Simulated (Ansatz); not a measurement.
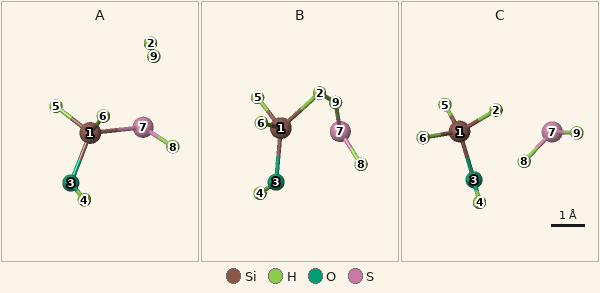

3 geometries from a converged minimum-energy path of SiH₆SO, shuffled. A ball-and-stick model, seen at a tilt.

Method: RKS PBE-D4/def2-SVP (Ansatz 0.2.0). Set-up: 5 movable images; climbing image; force threshold 0.03 eV/Å; iteration limit 60; starting path through a guess of the saddle point.

> Which of them lies highest in energy?

B. In order along the path, whose images run from 0 to 6: C (image 0, 0.00 eV), B (image 3, +1.62 eV), A (image 5, −0.29 eV). Breaking: S7–H9 (1.36 → 1.73 at the top → 3.02 Å), Si1–H2 (1.51 → 1.75 at the top → 4.20 Å). Forming: H2–H9 (3.31 → 1.00 at the top → 0.77 Å), Si1–S7 (3.76 → 2.47 at the top → 2.17 Å).
